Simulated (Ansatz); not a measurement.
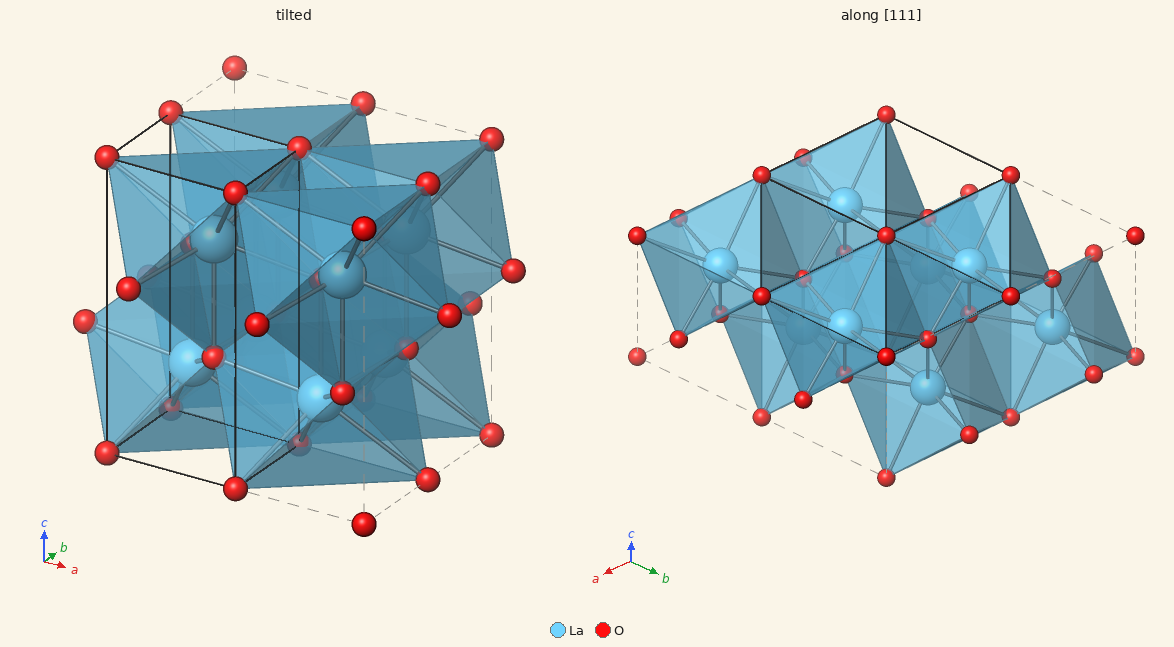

Shown here is a polyhedral view of the crystal, taken slightly off an axis and along [111]. Shown are 2×2×1 repeats of the conventional unit cell, one of them outlined in solid lines. Some neighbours outside the box are added.

Explain the picture.

Its composition is La2O3. Space group P-3m1 (No. 164), lattice primitive hexagonal. One cell contains 2 La, 3 O, 5 atoms in all. The neighbours of La are seven O. O takes two kinds of site: 2d with four La in a tetrahedral arrangement; 1a with six La in an octahedral arrangement. The bonds build a three-dimensional framework.

It derives from a structure listed in the Materials Project. Earlier steps of the study may have refined or changed the cell and positions. An electronic-structure calculation with Ansatz was run on it.
